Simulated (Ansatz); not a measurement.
# Nudged elastic band of Si2NH7

Si2NH7, computed with RHF/def2-SVP (Ansatz 0.2.0).

One setting was made poor on purpose. It belongs to a series of runs on one base structure; here: band between the two ends. Figures and captions count atoms from 1; the log counts them from 0 in places.

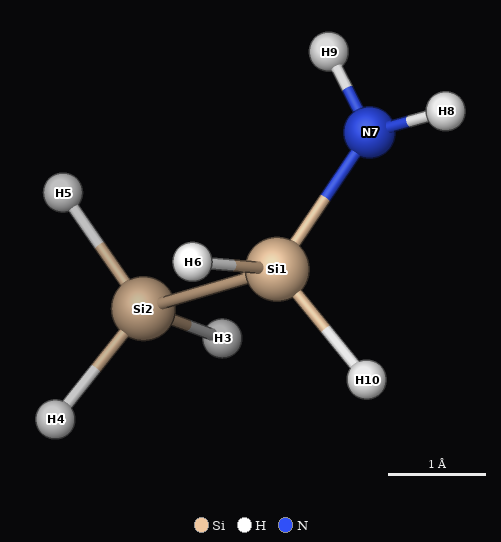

Figure 1. The input geometry (ball-and-stick view, seen at a tilt; atoms are numbered from 1 in the order of the input). Bond lengths as drawn: H–N 1.00 Å, H–Si 1.48 to 1.49 Å, N–Si 1.73 Å and Si–Si 2.37 Å.

## Input
```yaml
crystal:
  periodic: [false, false, false]
  atoms:
    - { symbol: Si, position_ang: [0.285749, 0.026987, -0.103911] }
    - { symbol: Si, position_ang: [1.007629, 0.062093, 2.150723] }
    - { symbol: H, position_ang: [-0.132302, -0.150708, 3.077281] }
    - { symbol: H, position_ang: [2.018422, -1.000672, 2.384778] }
    - { symbol: H, position_ang: [1.628417, 1.375324, 2.468868] }
    - { symbol: H, position_ang: [1.496918, 0.019028, -0.973362] }
    - { symbol: "N", position_ang: [-0.793571, 1.354683, -0.365066] }
    - { symbol: H, position_ang: [-1.361465, 1.395935, -1.189376] }
    - { symbol: H, position_ang: [-0.561631, 2.275041, -0.045799] }
    - { symbol: H, position_ang: [-0.449467, -1.228214, -0.395534] }
basis:
  gaussian: { orbitals: def2-SVP }
hamiltonian:
  xc: hf
neb:
  order_check: false
  images: 3
  f_tol: 0.05
  max_iterations: 60
  climbing: false
  final_atoms:
    - { symbol: Si, position_ang: [-0.4194951, 0.50398636, -1.95096897] }
    - { symbol: Si, position_ang: [1.52705756, -0.01383566, 2.24069376] }
    - { symbol: H, position_ang: [0.12036204, -0.3822254, 2.52095224] }
    - { symbol: H, position_ang: [2.37884892, -0.45195975, 3.37075782] }
    - { symbol: H, position_ang: [1.63358695, 1.45650106, 2.09243205] }
    - { symbol: H, position_ang: [1.97917269, -0.67625378, 0.99661407] }
    - { symbol: "N", position_ang: [-0.8272634, 1.27758659, -0.48162813] }
    - { symbol: H, position_ang: [-1.4914746, 0.95150531, 0.19409837] }
    - { symbol: H, position_ang: [-0.43182003, 2.1613973, -0.22180034] }
    - { symbol: H, position_ang: [-1.33027602, -0.69720502, -1.75254888] }
  initial_path:
    images:
      - { positions_ang: [[0.285749, 0.026987, -0.103911], [1.007629, 0.062093, 2.150723], [-0.132302, -0.150708, 3.077281], [2.018422, -1.000672, 2.384778], [1.628417, 1.375324, 2.468868], [1.496918, 0.019028, -0.973362], [-0.793571, 1.354683, -0.365066], [-1.361465, 1.395935, -1.189376], [-0.561631, 2.275041, -0.045799], [-0.449467, -1.228214, -0.395534]] }
      - { positions_ang: [[0.1463009, 0.01665032, -0.05530303], [1.15342125, 0.02547864, 2.09495476], [-0.07555274, -0.28802951, 2.79425397], [2.16253181, -0.97490179, 2.45528861], [1.61289935, 1.35096181, 2.50558849], [1.58097827, 0.01406004, -0.45056724], [-0.82096133, 1.42512747, -0.48521566], [-1.61367868, 1.41855292, -1.04332507], [-0.44543971, 2.34651855, -0.35406243], [-0.56180012, -1.20492146, -0.45301041]] }
      - { positions_ang: [[0.0068528, 0.00631364, -0.00669505], [1.2992135, -0.01113572, 2.03918653], [-0.01880348, -0.42535102, 2.51122693], [2.30664162, -0.94913157, 2.52579922], [1.59738171, 1.32659962, 2.54230898], [1.66503855, 0.00909208, 0.07222753], [-0.84835166, 1.49557195, -0.60536533], [-1.86589236, 1.44117085, -0.89727413], [-0.32924843, 2.4179961, -0.66232586], [-0.67413325, -1.18162893, -0.51048682]] }
      - { positions_ang: [[-0.20632115, 0.25515, -0.97883201], [1.41313553, -0.01248569, 2.13994014], [0.05077928, -0.40378821, 2.51608959], [2.34274527, -0.70054566, 2.94827852], [1.61548433, 1.39155034, 2.31737052], [1.82210562, -0.33358085, 0.5344208], [-0.83780753, 1.38657927, -0.54349673], [-1.67868348, 1.19633808, -0.35158788], [-0.38053423, 2.2896967, -0.4420631], [-1.00220463, -0.93941698, -1.13151785]] }
      - { positions_ang: [[-0.4194951, 0.50398636, -1.95096897], [1.52705756, -0.01383566, 2.24069376], [0.12036204, -0.3822254, 2.52095224], [2.37884892, -0.45195975, 3.37075782], [1.63358695, 1.45650106, 2.09243205], [1.97917269, -0.67625378, 0.99661407], [-0.8272634, 1.27758659, -0.48162813], [-1.4914746, 0.95150531, 0.19409837], [-0.43182003, 2.1613973, -0.22180034], [-1.33027602, -0.69720502, -1.75254888]] }
```

Run on 1 thread of AMD EPYC (Zen 5), 32 GiB of memory available, shared host.

Launch command:
```bash
ansatz run input.yaml --threads 1 --pin off --max-ram 2048MiB --backend cpu --events-out ev --progress --plain --runs-dir out
```

## Log
```
Engine: ansatz 0.2.0, x86_64-unknown-linux-gnu
Functional definition: HF
  exchange = exact_x
  correlation = 0
893 factors; integrals over basis functions are off by at most 2.6e-4 eV
mean field evaluation 1: about -17308.8399 eV, gradient 3.0e1 eV
mean field evaluation 2: about -17308.8620 eV, gradient 3.0e1 eV
mean field evaluation 4: about -17311.2132 eV, gradient 2.8e0 eV
mean field evaluation 8: about -17311.2488 eV, gradient 5.0e-4 eV
mean field -17311.24883456 eV, -636.1766606842 hartree, gradient 2.4e-5 eV, S^2 0.000000; 0 other end points of the search recorded, 0 dependent functions left out
the calculation of the forces begins
reference -17311.24883456 eV, -636.1766606842 hartree; 21, 21 occupied and 64, 64 virtual orbitals, 893 factors
893 factors; integrals over basis functions are off by at most 7.8e-4 eV
mean field evaluation 16: about -17309.9608 eV, gradient 2.9e-1 eV
mean field -17309.96318858 eV, -636.1294140658 hartree, gradient 1.9e-5 eV, S^2 0.000000; 0 other end points of the search recorded, 0 dependent functions left out
[... from here on the field's lines of each further geometry are left out, up to the last ...]
NEB iter   1: max|band force component| = 2.092e1 eV/Å  barrier→ = 6.8202 eV  barrier← = 5.5346 eV  Δτ_max = 0.1965 Å  (161 SCF iters)
NEB iter   2: max|band force component| = 7.170e0 eV/Å  barrier→ = 3.7151 eV  barrier← = 2.4295 eV  Δτ_max = 0.1969 Å  (94 SCF iters)
NEB iter   3: max|band force component| = 3.294e0 eV/Å  barrier→ = 3.6824 eV  barrier← = 2.3967 eV  Δτ_max = 0.2000 Å  (92 SCF iters)
NEB iter   4: max|band force component| = 2.391e0 eV/Å  barrier→ = 4.2672 eV  barrier← = 2.9815 eV  Δτ_max = 0.1982 Å  (91 SCF iters)
NEB iter   5: max|band force component| = 1.836e0 eV/Å  barrier→ = 3.8484 eV  barrier← = 2.5628 eV  Δτ_max = 0.2000 Å  (92 SCF iters)
NEB iter   6: max|band force component| = 1.700e0 eV/Å  barrier→ = 3.2546 eV  barrier← = 1.9689 eV  Δτ_max = 0.0970 Å  (92 SCF iters)
NEB iter   7: max|band force component| = 1.626e0 eV/Å  barrier→ = 2.7830 eV  barrier← = 1.4974 eV  Δτ_max = 0.0998 Å  (91 SCF iters)
NEB iter   8: max|band force component| = 1.680e0 eV/Å  barrier→ = 2.3253 eV  barrier← = 1.0397 eV  Δτ_max = 0.0478 Å  (92 SCF iters)
NEB iter   9: max|band force component| = 9.077e-1 eV/Å  barrier→ = 2.1719 eV  barrier← = 0.8863 eV  Δτ_max = 0.0995 Å  (89 SCF iters)
NEB iter  10: max|band force component| = 8.532e-1 eV/Å  barrier→ = 2.0032 eV  barrier← = 0.7176 eV  Δτ_max = 0.1002 Å  (90 SCF iters)
NEB iter  11: max|band force component| = 5.970e-1 eV/Å  barrier→ = 1.8214 eV  barrier← = 0.5358 eV  Δτ_max = 0.1015 Å  (89 SCF iters)
NEB iter  12: max|band force component| = 3.377e-1 eV/Å  barrier→ = 1.7416 eV  barrier← = 0.4559 eV  Δτ_max = 0.0974 Å  (89 SCF iters)
NEB iter  13: max|band force component| = 3.147e-1 eV/Å  barrier→ = 1.7352 eV  barrier← = 0.4496 eV  Δτ_max = 0.1010 Å  (91 SCF iters)
NEB iter  14: max|band force component| = 2.884e-1 eV/Å  barrier→ = 1.7219 eV  barrier← = 0.4362 eV  Δτ_max = 0.1009 Å  (90 SCF iters)
NEB iter  15: max|band force component| = 2.540e-1 eV/Å  barrier→ = 1.6893 eV  barrier← = 0.4037 eV  Δτ_max = 0.0990 Å  (92 SCF iters)
NEB iter  16: max|band force component| = 2.955e-1 eV/Å  barrier→ = 1.6701 eV  barrier← = 0.3845 eV  Δτ_max = 0.1004 Å  (91 SCF iters)
NEB iter  17: max|band force component| = 2.635e-1 eV/Å  barrier→ = 1.6415 eV  barrier← = 0.3559 eV  Δτ_max = 0.1001 Å  (89 SCF iters)
NEB iter  18: max|band force component| = 2.463e-1 eV/Å  barrier→ = 1.6058 eV  barrier← = 0.3201 eV  Δτ_max = 0.1000 Å  (90 SCF iters)
NEB iter  19: max|band force component| = 2.297e-1 eV/Å  barrier→ = 1.5653 eV  barrier← = 0.2796 eV  Δτ_max = 0.0499 Å  (89 SCF iters)
NEB iter  20: max|band force component| = 1.976e-1 eV/Å  barrier→ = 1.5358 eV  barrier← = 0.2502 eV  Δτ_max = 0.0499 Å  (80 SCF iters)
NEB iter  21: max|band force component| = 2.382e-1 eV/Å  barrier→ = 1.5216 eV  barrier← = 0.2360 eV  Δτ_max = 0.1000 Å  (81 SCF iters)
NEB iter  22: max|band force component| = 2.088e-1 eV/Å  barrier→ = 1.4921 eV  barrier← = 0.2064 eV  Δτ_max = 0.1002 Å  (91 SCF iters)
NEB iter  23: max|band force component| = 2.072e-1 eV/Å  barrier→ = 1.4640 eV  barrier← = 0.1783 eV  Δτ_max = 0.1000 Å  (88 SCF iters)
NEB iter  24: max|band force component| = 1.933e-1 eV/Å  barrier→ = 1.4423 eV  barrier← = 0.1567 eV  Δτ_max = 0.1002 Å  (91 SCF iters)
NEB iter  25: max|band force component| = 1.777e-1 eV/Å  barrier→ = 1.4214 eV  barrier← = 0.1357 eV  Δτ_max = 0.1000 Å  (90 SCF iters)
NEB iter  26: max|band force component| = 2.151e-1 eV/Å  barrier→ = 1.4067 eV  barrier← = 0.1211 eV  Δτ_max = 0.1000 Å  (90 SCF iters)
NEB iter  27: max|band force component| = 2.475e-1 eV/Å  barrier→ = 1.3943 eV  barrier← = 0.1086 eV  Δτ_max = 0.0999 Å  (89 SCF iters)
NEB iter  28: max|band force component| = 2.635e-1 eV/Å  barrier→ = 1.3864 eV  barrier← = 0.1008 eV  Δτ_max = 0.1994 Å  (89 SCF iters)
NEB iter  29: max|band force component| = 2.703e-1 eV/Å  barrier→ = 1.3776 eV  barrier← = 0.0919 eV  Δτ_max = 0.1997 Å  (89 SCF iters)
NEB iter  30: max|band force component| = 3.460e-1 eV/Å  barrier→ = 1.3988 eV  barrier← = 0.1132 eV  Δτ_max = 0.1005 Å  (89 SCF iters)
NEB iter  31: max|band force component| = 3.144e-1 eV/Å  barrier→ = 1.4005 eV  barrier← = 0.1148 eV  Δτ_max = 0.1002 Å  (88 SCF iters)
NEB iter  32: max|band force component| = 3.161e-1 eV/Å  barrier→ = 1.4042 eV  barrier← = 0.1186 eV  Δτ_max = 0.0500 Å  (89 SCF iters)
NEB iter  33: max|band force component| = 2.921e-1 eV/Å  barrier→ = 1.4033 eV  barrier← = 0.1177 eV  Δτ_max = 0.0501 Å  (85 SCF iters)
NEB iter  34: max|band force component| = 2.373e-1 eV/Å  barrier→ = 1.3966 eV  barrier← = 0.1109 eV  Δτ_max = 0.0500 Å  (87 SCF iters)
NEB iter  35: max|band force component| = 2.691e-1 eV/Å  barrier→ = 1.3891 eV  barrier← = 0.1035 eV  Δτ_max = 0.0998 Å  (87 SCF iters)
NEB iter  36: max|band force component| = 2.691e-1 eV/Å  barrier→ = 1.3808 eV  barrier← = 0.0952 eV  Δτ_max = 0.1998 Å  (89 SCF iters)
NEB iter  37: max|band force component| = 2.518e-1 eV/Å  barrier→ = 1.3751 eV  barrier← = 0.0895 eV  Δτ_max = 0.1994 Å  (89 SCF iters)
NEB iter  38: max|band force component| = 3.658e-1 eV/Å  barrier→ = 1.3746 eV  barrier← = 0.0889 eV  Δτ_max = 0.1001 Å  (87 SCF iters)
NEB iter  39: max|band force component| = 3.671e-1 eV/Å  barrier→ = 1.3622 eV  barrier← = 0.0765 eV  Δτ_max = 0.0500 Å  (89 SCF iters)
NEB iter  40: max|band force component| = 3.805e-1 eV/Å  barrier→ = 1.3543 eV  barrier← = 0.0686 eV  Δτ_max = 0.0250 Å  (91 SCF iters)
NEB iter  41: max|band force component| = 2.505e-1 eV/Å  barrier→ = 1.3481 eV  barrier← = 0.0624 eV  Δτ_max = 0.0249 Å  (85 SCF iters)
NEB iter  42: max|band force component| = 9.730e-2 eV/Å  barrier→ = 1.3443 eV  barrier← = 0.0587 eV  Δτ_max = 0.0502 Å  (80 SCF iters)
NEB iter  43: max|band force component| = 9.049e-2 eV/Å  barrier→ = 1.3412 eV  barrier← = 0.0556 eV  Δτ_max = 0.0499 Å  (91 SCF iters)
NEB iter  44: max|band force component| = 7.668e-2 eV/Å  barrier→ = 1.3386 eV  barrier← = 0.0530 eV  Δτ_max = 0.0500 Å  (91 SCF iters)
NEB iter  45: max|band force component| = 7.454e-2 eV/Å  barrier→ = 1.3361 eV  barrier← = 0.0505 eV  Δτ_max = 0.0500 Å  (91 SCF iters)
NEB iter  46: max|band force component| = 1.005e-1 eV/Å  barrier→ = 1.3357 eV  barrier← = 0.0500 eV  Δτ_max = 0.0251 Å  (91 SCF iters)
NEB iter  47: max|band force component| = 8.855e-2 eV/Å  barrier→ = 1.3327 eV  barrier← = 0.0470 eV  Δτ_max = 0.0251 Å  (91 SCF iters)
NEB iter  48: max|band force component| = 7.910e-2 eV/Å  barrier→ = 1.3316 eV  barrier← = 0.0460 eV  Δτ_max = 0.0251 Å  (85 SCF iters)
NEB iter  49: max|band force component| = 5.392e-2 eV/Å  barrier→ = 1.3307 eV  barrier← = 0.0450 eV  Δτ_max = 0.0251 Å  (85 SCF iters)
the calculation of the forces begins
reference -17309.93180334 eV, -636.1282606796 hartree; 21, 21 occupied and 64, 64 virtual orbitals, 891 factors
893 factors; integrals over basis functions are off by at most 8.2e-4 eV
mean field -17309.91926437 eV, -636.1277998809 hartree, gradient 2.1e-5 eV, S^2 0.000000; 1 other end points of the search recorded, 0 dependent functions left out
the calculation of the forces begins
reference -17309.91926437 eV, -636.1277998809 hartree; 21, 21 occupied and 64, 64 virtual orbitals, 893 factors
NEB iter  50: max|band force component| = 4.143e-2 eV/Å  barrier→ = 1.3296 eV  barrier← = 0.0439 eV  Δτ_max = 0.0000 Å  (184 SCF iters)
```

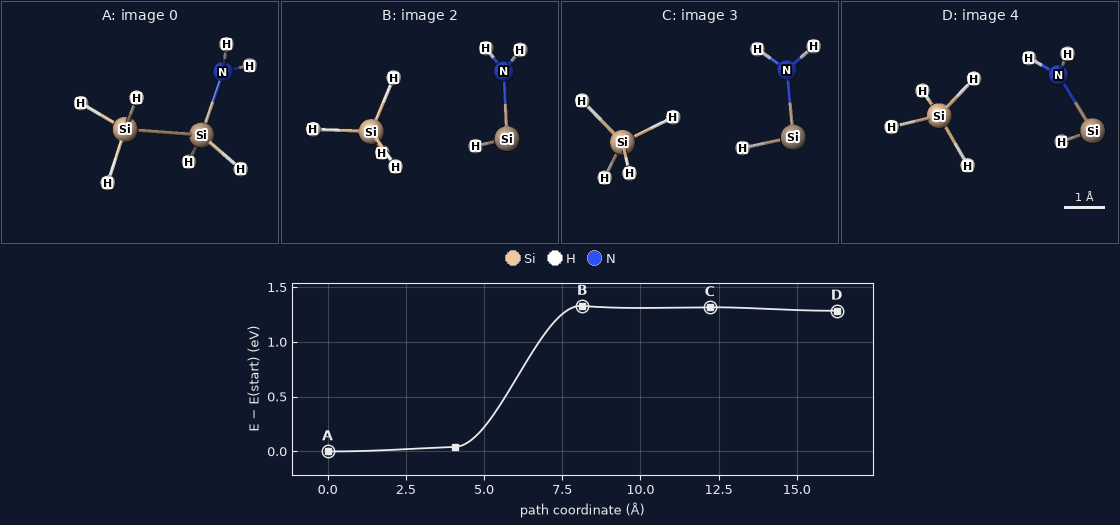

Figure 2. Images of the last band (counted from 0; ball-and-stick, seen at a tilt) above the energy along the path; the line is a cubic interpolation that uses the forces. The highest image is number 2, 1.330 eV above the start and 0.044 eV above the end; the end lies 1.286 eV above the start. The path is 16.28 Å long. The band converged in 50 iterations.

```
Total energy: -17309.91926437 eV, -636.1277998809 hartree
Atom 0 at    -1.106571    -0.362277    -0.793649 Å, force    -0.012222     0.000289    -0.021474 eV/Å
Atom 1 at     1.460740    -0.010871     2.422076 Å, force     0.003021    -0.003483     0.010659 eV/Å
Atom 2 at     1.971247    -1.379254     2.178345 Å, force     0.009256     0.015392    -0.000433 eV/Å
Atom 3 at     2.027671     0.922181     1.420320 Å, force     0.004295    -0.015226     0.016279 eV/Å
Atom 4 at     1.845109     0.429735     3.782589 Å, force     0.004152     0.001836     0.006990 eV/Å
Atom 5 at    -0.017469    -0.010648     2.306783 Å, force     0.017448     0.003093     0.009793 eV/Å
Atom 6 at    -0.421679     1.113904    -1.309055 Å, force    -0.010513    -0.013491    -0.003119 eV/Å
Atom 7 at    -0.768715     2.032717    -1.110072 Å, force     0.006471    -0.005463     0.010128 eV/Å
Atom 8 at     0.409367     1.142449    -1.868444 Å, force    -0.008605     0.006265    -0.007770 eV/Å
Atom 9 at    -2.261000     0.251561    -0.020291 Å, force    -0.013304     0.010788    -0.021054 eV/Å
Dipole moment:     0.130390     0.399876    -0.098905 e Å
this run last wrote the band of iteration 50 to [file]
```

## The last band as extended XYZ (Å, eV, eV/Å)
```
10
Properties=species:S:1:pos:R:3:forces:R:3 image=0 energy=-17311.24883
Si    0.2857    0.0270   -0.1039   -0.0016   0.0035   0.0056
Si    1.0076    0.0621    2.1507    0.0018  -0.0033  -0.0050
H    -0.1323   -0.1507    3.0773    0.0008  -0.0018   0.0006
H     2.0184   -1.0007    2.3848    0.0009   0.0014   0.0070
H     1.6284    1.3753    2.4689   -0.0018  -0.0003   0.0017
H     1.4969    0.0190   -0.9734   -0.0025  -0.0018  -0.0066
N    -0.7936    1.3547   -0.3651    0.0083  -0.0111   0.0085
H    -1.3615    1.3959   -1.1894   -0.0033   0.0044  -0.0053
H    -0.5616    2.2750   -0.0458   -0.0030   0.0063  -0.0052
H    -0.4495   -1.2282   -0.3955    0.0004   0.0027  -0.0014
10
Properties=species:S:1:pos:R:3:forces:R:3 image=1 energy=-17311.20805
Si   -0.1375   -0.0585    0.0959   -0.0014  -0.0389   0.0317
Si    1.1040    0.0902    2.1221   -0.0048  -0.0014   0.0056
H     1.3961   -1.2689    2.6512   -0.0084   0.0031  -0.0006
H     2.4004    0.7860    1.9034   -0.0039  -0.0012  -0.0183
H     0.3568    0.8403    3.1661   -0.0087   0.0108  -0.0143
H     0.5731   -1.0310   -0.7736   -0.0031   0.0126  -0.0117
N    -0.3483    1.4291   -0.7535    0.0247  -0.0231  -0.0393
H    -1.1216    2.0411   -0.5904   -0.0160   0.0062   0.0324
H     0.4025    1.8900   -1.2264    0.0149   0.0317   0.0048
H    -1.4867   -0.5888    0.4138    0.0067   0.0001   0.0095
10
Properties=species:S:1:pos:R:3:forces:R:3 image=2 energy=-17309.91926
Si   -1.1066   -0.3623   -0.7936   -0.0122   0.0003  -0.0215
Si    1.4607   -0.0109    2.4221    0.0030  -0.0035   0.0107
H     1.9712   -1.3793    2.1783    0.0093   0.0154  -0.0004
H     2.0277    0.9222    1.4203    0.0043  -0.0152   0.0163
H     1.8451    0.4297    3.7826    0.0042   0.0018   0.0070
H    -0.0175   -0.0106    2.3068    0.0174   0.0031   0.0098
N    -0.4217    1.1139   -1.3091   -0.0105  -0.0135  -0.0031
H    -0.7687    2.0327   -1.1101    0.0065  -0.0055   0.0101
H     0.4094    1.1424   -1.8684   -0.0086   0.0063  -0.0078
H    -2.2610    0.2516   -0.0203   -0.0133   0.0108  -0.0211
10
Properties=species:S:1:pos:R:3:forces:R:3 image=3 energy=-17309.93180
Si   -0.7117   -0.0382   -1.7974    0.0038   0.0023  -0.0079
Si    1.7452   -0.2183    2.7149    0.0004   0.0000   0.0001
H     0.8224   -1.3522    2.9506    0.0013   0.0002   0.0001
H     3.1278   -0.7264    2.5607   -0.0013   0.0016  -0.0006
H     1.6866    0.7148    3.8642    0.0001  -0.0002  -0.0003
H     1.3425    0.4983    1.4817   -0.0009  -0.0006   0.0008
N    -1.0551    1.5954   -1.4435   -0.0092  -0.0058   0.0112
H    -1.6145    1.9290   -0.6820    0.0018   0.0078  -0.0013
H    -0.6990    2.3475   -2.0018    0.0049  -0.0053  -0.0016
H    -1.5055   -0.6205   -0.6388   -0.0010   0.0000  -0.0004
10
Properties=species:S:1:pos:R:3:forces:R:3 image=4 energy=-17309.96319
Si   -0.4195    0.5040   -1.9510   -0.0052  -0.0026   0.0038
Si    1.5271   -0.0138    2.2407    0.0072   0.0100  -0.0014
H     0.1204   -0.3822    2.5210   -0.0071  -0.0007   0.0003
H     2.3788   -0.4520    3.3708    0.0016  -0.0013  -0.0020
H     1.6336    1.4565    2.0924   -0.0017  -0.0082  -0.0006
H     1.9792   -0.6763    0.9966   -0.0009  -0.0005   0.0031
N    -0.8273    1.2776   -0.4816    0.0141  -0.0021  -0.0222
H    -1.4915    0.9515    0.1941   -0.0028   0.0066   0.0111
H    -0.4318    2.1614   -0.2218   -0.0114  -0.0099   0.0058
H    -1.3303   -0.6972   -1.7525    0.0063   0.0087   0.0019
```

## Key numbers

```json
{"quantity": "outcome", "value": "converged"}
{"quantity": "barrier, forward", "value": "1.330 eV"}
{"quantity": "barrier, backward", "value": "0.044 eV"}
{"quantity": "wall time", "value": "1.7 min"}
{"quantity": "peak memory", "value": "0.17 GiB"}
```

## Remarks

A deliberately poor setting: few images. The order of the saddle point was not checked.
